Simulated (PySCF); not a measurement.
FH6SbSi, SMILES `[SiH3]F.[SbH3]`.

PySCF calculation, PBE/def2-SVPD, gas phase; geometry: GFN2-xTB. Core potentials replace the inner electrons of Sb; spin–orbit coupling isn't included. GFN2-xTB bond lengths at metals and heavier atoms can be off by up to 0.1 Å and shapes distorted, which carries into these values.

Geometry (Å), atoms numbered from 1:

```
Si1     -2.9641   -0.4996   -0.0002
F2      -2.8195    1.1006    0.0011
H3      -2.4657   -0.9248   -1.2987
H4      -4.3904   -0.7373    0.1689
H5      -2.1671   -0.9599    1.1250
Sb6      1.4565    0.0142   -0.0042
H7       0.0553    0.8872   -0.2922
H8       0.7509   -0.6289    1.3853
H9       0.8101   -1.2729   -0.8833
```

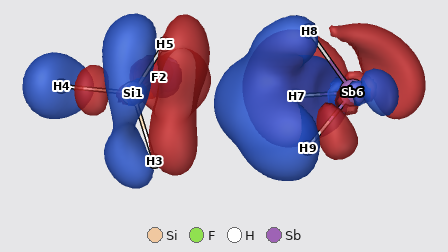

Density of the complex less the densities of the two fragments at the same geometry, ±0.0005 e/Å³ (blue: gain, red: loss). Fragment A: SiH3F (atoms 1–5); fragment B: SbH3.

Q: Which way does charge flow?

A: Hirshfeld charges show almost no net transfer (under 0.005 e). 0.02 e is displaced in all, which induces a dipole of 0.17 D.

Q: What is the interaction energy, and which contacts carry it?

A: The counterpoise-corrected interaction energy of the frozen fragments is −0.3 kcal/mol without dispersion correction and −1.6 kcal/mol with D3(BJ). The pair geometry is semi-empirical, not a minimum at this level. Contacts: F2···H7, 2.90 Å, ρ = 0.004 a.u. The pose is a local one from a semi-empirical search, not shown to be the most stable.

Cost of the run: 47 s on 1 thread of Arm Neoverse V1, with other jobs on the host, peak memory 0.47 GiB.
